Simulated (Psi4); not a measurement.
# triplet SClO2F at 3 levels

Wanted: a comparison of 3 runs (UHF/def2-SVP, UCCSD/def2-SVP, UCCSD(T)/def2-SVP) of triplet SClO2F. 

The calculation is run with Psi4 1.11.

### Step 1. The system as given

SClO2F: 5 atoms, total charge 0, spin state triplet. As SMILES of the parent species, `O=S(=O)(F)Cl`. The coordinates come from a PBE0-D4/def2-TZVP relaxation. That shape belongs to the parent species and isn't relaxed for this state.

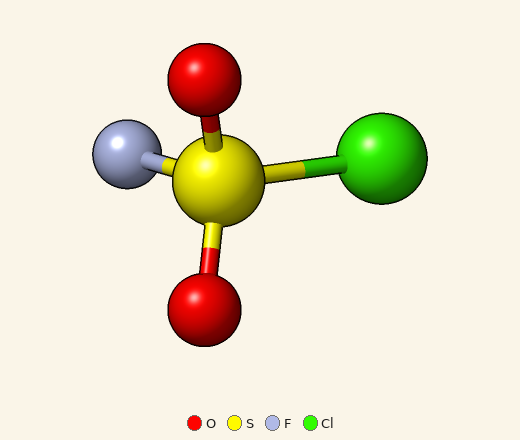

Viewed from a chosen angle; oxygen red, sulfur yellow, fluorine light blue, chlorine green.

### Step 2. Energy and forces at UHF/def2-SVP (run 1)

Contents of clfo2s.xyz:

```xyz
5
ClFO2S
O     -0.123540    -0.162690     1.503010
S      0.100210    -0.145140     0.111160
O      1.158000    -0.828940    -0.522160
F     -1.214690    -0.608760    -0.568390
Cl     0.080010     1.745540    -0.523620
```

Contents of clfo2s.py:

```python
import psi4

psi4.set_memory('2200 MB')
psi4.set_num_threads(1)
psi4.core.set_output_file('output.dat', False)

with open('clfo2s.xyz') as f:
    atoms = ''.join(f.readlines()[2:])
geom = psi4.geometry('0 3\n' + atoms + 'symmetry c1')

psi4.set_options({
    'basis': 'def2-SVP',
    'reference': 'uhf',
    'puream': True,
    'e_convergence': 1e-09,
    'd_convergence': 1e-08,
    'scf_type': 'pk',
    'maxiter': 100,
})

e_tot, wfn = psi4.gradient('scf', molecule=geom, return_wfn=True)
psi4.oeprop(wfn, 'QUADRUPOLE', 'WIBERG_LOWDIN_INDICES', 'MAYER_INDICES')
print('gradient / Eh bohr^-1')
print(e_tot.np.round(6))
print(f'energy = {wfn.energy():.10f} Eh')
```

Started as:

```bash
$ python clfo2s.py
```

output.dat:

```text
[...]
  Running in c1 symmetry.
[...]
  Nuclear repulsion =  344.673643826859063
[...]
  Multiplicity = 3
[...]
  Nalpha       = 30
  Nbeta        = 28
[...]
    Number of basis functions: 78
[...]
   @UHF iter   1: -1105.16923890789849    8.07488e-01   8.87413e-03 DIIS/ADIIS
[...]
   @UHF iter  18: -1105.37881983209536   -3.63798e-12   6.41762e-09 DIIS
[...]
   @S^2 Observed:                2.016937429E+00
[...]
  @UHF Final Energy: -1105.37881983209536
   => Energetics <=
    Nuclear Repulsion Energy =            344.6736438268590632
    One-Electron Energy =               -2213.5743064803282323
    Two-Electron Energy =                 763.5218428213737525
    Total Energy =                      -1105.3788198320953597
  UHF NO Occupations:
  HONO-2 :   28  A 1.9974314
  HONO-1 :   29  A 1.0000000
[...]
  -Total Gradient:
     Atom            X                  Y                   Z
    ------   -----------------  -----------------  -----------------
       1        0.005123195289     0.011221896530    -0.026208681614
       2       -0.016270054598     0.172218610859    -0.066964385797
       3       -0.016494190983     0.022462361970     0.007943971055
       4        0.030286704016     0.025692110487     0.010713471714
       5       -0.002645653725    -0.231594979848     0.074515624646
[...]
 Multipole Moments:
 ------------------------------------------------------------------------------------
     Multipole            Electronic (a.u.)      Nuclear  (a.u.)        Total (a.u.)
 ------------------------------------------------------------------------------------
 L = 1.  Multiply by 2.5417464519 to convert [e a0] to [Debye]
 Dipole X            :         -1.2857338            1.0720731           -0.2136607
 Dipole Y            :          2.0494760           -0.5844246            1.4650514
 Dipole Z            :         -1.4878857            0.8706793           -0.6172064
 Magnitude           :                                                    1.6040481
 L = 2.  Multiply by 1.3450342976 to convert [e a0^2] to [Debye ang]
 Quadrupole XX       :       -119.0127969           87.1428354          -31.8699615
 Quadrupole XY       :         -3.1551998            4.2898847            1.1346849
[...]
```

Standard output:

```text
gradient / Eh bohr^-1
[[ 0.005123  0.011222 -0.026209]
 [-0.01627   0.172219 -0.066964]
 [-0.016494  0.022462  0.007944]
 [ 0.030287  0.025692  0.010713]
 [-0.002646 -0.231595  0.074516]]
energy = -1105.3788198321 Eh
```

It took 11 s on 1 thread of AMD EPYC 7R43 (Zen 3), shared host; peak memory 0.24 GiB.

### Step 3. The energy at UCCSD/def2-SVP (run 2)

Contents of clfo2s.inp:

```
memory 2200 mb

molecule {
  0 3
  O     -0.23345677    -0.30743954     2.84027726
  S      0.18936945    -0.27427485     0.21006196
  O      2.18830285    -1.56646957    -0.98673939
  F     -2.29543143    -1.15038968    -1.07410143
  Cl     0.15119699     3.29859254    -0.98949839
  units au
  symmetry c1
  no_reorient
  no_com
}

set {
  basis           def2-SVP
  reference       uhf
  puream          true
  e_convergence   1e-09
  d_convergence   1e-08
  scf_type        pk
  num_frozen_docc 13
  maxiter         100
}

e_tot = energy("ccsd")
```

Started as:

```bash
$ psi4 -n 1 clfo2s.inp clfo2s.out
```

clfo2s.out:

```text
[...]
  Running in c1 symmetry.
[...]
  Nuclear repulsion =  344.673644086620698
[...]
  Multiplicity = 3
[...]
  Nalpha       = 30
  Nbeta        = 28
[...]
    Number of basis functions: 78
[...]
   @UHF iter   1: -1105.16923890861904    8.07488e-01   8.87413e-03 ADIIS/DIIS
[...]
   @UHF iter  18: -1105.37881983164039   -4.77485e-12   6.41743e-09 DIIS
[...]
   @S^2 Observed:                2.016937429E+00
[...]
    Orbital Energies [Eh]
    ---------------------
    Alpha Occupied:
       1A   -104.943193     2A    -92.177542     3A    -26.346715
       4A    -20.583253     5A    -20.583246     6A    -10.710369
       7A     -9.198394     8A     -8.198797     9A     -8.183967
      10A     -8.174228    11A     -6.891013    12A     -6.881676
      13A     -6.881006    14A     -1.685181    15A     -1.496900
      16A     -1.399252    17A     -1.295074    18A     -0.954164
      19A     -0.830951    20A     -0.766527    21A     -0.760660
      22A     -0.702069    23A     -0.697717    24A     -0.658461
      25A     -0.618128    26A     -0.599341    27A     -0.570807
      28A     -0.548182    29A     -0.517039    30A     -0.296273
    Alpha Virtual:
[...]
  @UHF Final Energy: -1105.37881983164039
   => Energetics <=
    Nuclear Repulsion Energy =            344.6736440866206976
    One-Electron Energy =               -2213.5743070011153577
    Two-Electron Energy =                 763.5218430828542751
    Total Energy =                      -1105.3788198316403850
  UHF NO Occupations:
  HONO-2 :   28  A 1.9974314
  HONO-1 :   29  A 1.0000000
[...]
 Multipole Moments:
 ------------------------------------------------------------------------------------
     Multipole            Electronic (a.u.)      Nuclear  (a.u.)        Total (a.u.)
 ------------------------------------------------------------------------------------
 L = 1.  Multiply by 2.5417464519 to convert [e a0] to [Debye]
 Dipole X            :         -0.7938065            0.5801458           -0.2136607
 Dipole Y            :        -24.8778442           26.3428956            1.4650514
 Dipole Z            :          7.6818848           -8.2990912           -0.6172064
 Magnitude           :                                                    1.6040481
[...]
      * MP2 total energy                      = -1106.189062038678458
[...]
      * CCSD total energy                     = -1106.209562773421794
[...]
```

Run time: 2 min. Hardware: 1 thread of AMD EPYC 7R43 (Zen 3), shared host; peak memory 0.39 GiB.

### Step 4. The energy at UCCSD(T)/def2-SVP (run 3)

Contents of run_ase.py:

```python
import numpy as np
from ase.calculators.psi4 import Psi4
from ase import Atoms

mol = Atoms(['O', 'S', 'O', 'F', 'Cl'], positions=[
    [-0.123540, -0.162690, 1.503010],
    [0.100210, -0.145140, 0.111160],
    [1.158000, -0.828940, -0.522160],
    [-1.214690, -0.608760, -0.568390],
    [0.080010, 1.745540, -0.523620],
])
calc = Psi4(atoms=mol, method='ccsd(t)', basis='def2-SVP', memory='2200MB', num_threads=1, charge=0, multiplicity=3, label='calc', reference='uhf')
calc.psi4.set_options({'puream': True, 'e_convergence': 1e-09, 'd_convergence': 1e-08, 'scf_type': 'pk', 'num_frozen_docc': 13, 'maxiter': 100})
mol.calc = calc

print(f'energy: {mol.get_potential_energy():.6f} eV')
```

Started as:

```bash
$ python run_ase.py
```

calc.dat:

```text
[...]
  Running in c1 symmetry.
[...]
  Nuclear repulsion =  344.673643826859063
[...]
  Multiplicity = 3
[...]
  Nalpha       = 30
  Nbeta        = 28
[...]
    Number of basis functions: 78
[...]
   @UHF iter   1: -1105.16923890789826    8.07488e-01   8.87413e-03 DIIS/ADIIS
[...]
   @UHF iter  18: -1105.37881983209468   -2.72848e-12   6.41762e-09 DIIS
[...]
   @S^2 Observed:                2.016937429E+00
[...]
    Orbital Energies [Eh]
    ---------------------
    Alpha Occupied:
       1A   -104.943193     2A    -92.177542     3A    -26.346715
       4A    -20.583253     5A    -20.583246     6A    -10.710369
       7A     -9.198394     8A     -8.198797     9A     -8.183967
      10A     -8.174228    11A     -6.891013    12A     -6.881676
      13A     -6.881006    14A     -1.685181    15A     -1.496900
      16A     -1.399252    17A     -1.295074    18A     -0.954164
      19A     -0.830951    20A     -0.766527    21A     -0.760660
      22A     -0.702069    23A     -0.697717    24A     -0.658461
      25A     -0.618128    26A     -0.599341    27A     -0.570807
      28A     -0.548182    29A     -0.517039    30A     -0.296273
    Alpha Virtual:
[...]
  @UHF Final Energy: -1105.37881983209468
   => Energetics <=
    Nuclear Repulsion Energy =            344.6736438268590632
    One-Electron Energy =               -2213.5743064803273228
    Two-Electron Energy =                 763.5218428213736388
    Total Energy =                      -1105.3788198320946776
  UHF NO Occupations:
  HONO-2 :   28  A 1.9974314
  HONO-1 :   29  A 1.0000000
[...]
 Multipole Moments:
 ------------------------------------------------------------------------------------
     Multipole            Electronic (a.u.)      Nuclear  (a.u.)        Total (a.u.)
 ------------------------------------------------------------------------------------
 L = 1.  Multiply by 2.5417464519 to convert [e a0] to [Debye]
 Dipole X            :         -1.2857338            1.0720731           -0.2136607
 Dipole Y            :          2.0494760           -0.5844246            1.4650514
 Dipole Z            :         -1.4878857            0.8706793           -0.6172064
 Magnitude           :                                                    1.6040481
[...]
      * MP2 total energy                      = -1106.189062039645478
[...]
      * CCSD total energy                     = -1106.209562774394499
[...]
      * CCSD(T) total energy                     = -1106.234120091284012
```

The script printed:

```text
energy: -30102.163675 eV
```

It took 3.9 min on 1 thread of AMD EPYC 7R43 (Zen 3), shared host; peak memory 0.39 GiB.

### Step 5. All runs side by side

| run | level | task | frozen core orbitals | energy (Eh) | HOMO energy (eV) | LUMO energy (eV) | ⟨S²⟩ | wall time |
| --- | --- | --- | --- | --- | --- | --- | --- | --- |
| 1 | UHF/def2-SVP | gradient | 0 | -1105.378820 | -8.06 | -3.33 | 2.017 | 11 s |
| 2 | UCCSD/def2-SVP | energy | 13 | -1106.209563 | -8.06 | -3.33 | 2.017 | 2 min |
| 3 | UCCSD(T)/def2-SVP | energy | 13 | -1106.234120 | -8.06 | -3.33 | 2.017 | 3.9 min |

### Step 6. What came out

| quantity | value |
| --- | --- |
| run 3: total energy | -1106.23412 Eh |
| run 3: HOMO energy (Hartree–Fock orbitals) (highest over α and β) | -8.06 eV |
| run 3: LUMO energy (Hartree–Fock orbitals) (lowest over α and β) | -3.33 eV |
| run 3: correlation energy (13 core orbitals frozen) | -855.3 mEh |
| run 3: (T) correction | -24.56 mEh |
| run 3: ⟨S²⟩ of the reference determinant | 2.017 |
| run 3: T1 diagnostic | 0.052 |

Below the UHF energy at the same shape and in the same basis (def2-SVP): UCCSD -830.7 mEh; UCCSD(T) -855.3 mEh. All runs together took 6 min, the longest 3.9 min.
